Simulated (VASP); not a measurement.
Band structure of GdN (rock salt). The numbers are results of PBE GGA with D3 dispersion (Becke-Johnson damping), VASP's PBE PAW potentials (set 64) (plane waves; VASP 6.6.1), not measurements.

The 4f electrons are frozen in the core of the lanthanide potential, so 4f levels, which can set the real gap, and their magnetism are missing.

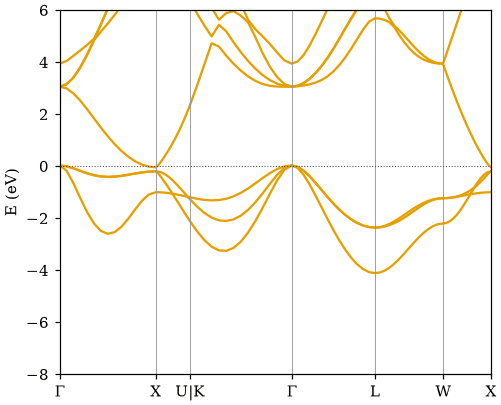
Figure: Bands along high-symmetry lines, zero at the valence-band maximum or, without a gap, the Fermi level

Question: Read the plot: is there a gap, and where are the band edges?

Answer: It has no gap at this level: it comes out as a metal or semimetal. (Edges off the drawn lines would not show.)

The compound is GdN in the rock salt structure. It was relaxed first.
